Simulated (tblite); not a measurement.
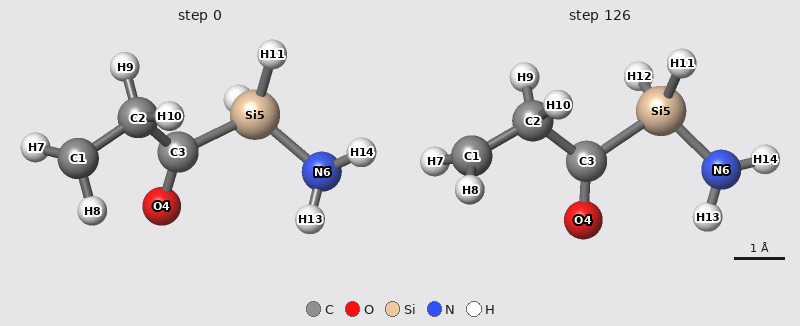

The structure of C₃H₈NOSi (multiplicity 2) before (left) and after (right) a relaxation, at one scale.

Style: ball-and-stick. Shown at a tilt.

These are results of GFN2-xTB geometry optimisation, gas phase in tblite, not measurements. 

Summarise the run.

The largest move after the best rigid fit is that of H14, 0.90 Å. By element the largest moves are H 0.90 Å, O 0.69 Å, C 0.31 Å, Si 0.26 Å, N 0.07 Å. Some distances before and after: C2–C3 1.470 → 1.548 Å, C3–Si5 1.854 → 1.927 Å, C1–H7 1.140 → 1.073 Å, Si5–N6 1.775 → 1.709 Å. Among the angles between lasting bonds that change: Si5–N6–H14 109.9° → 121.8°, C2–C1–H8 108.5° → 119.8°, C3–C2–H9 116.0° → 105.1°. Groups turn about C3–Si5 by about 35°. After 126 geometry steps the energy has fallen by 0.748 eV.
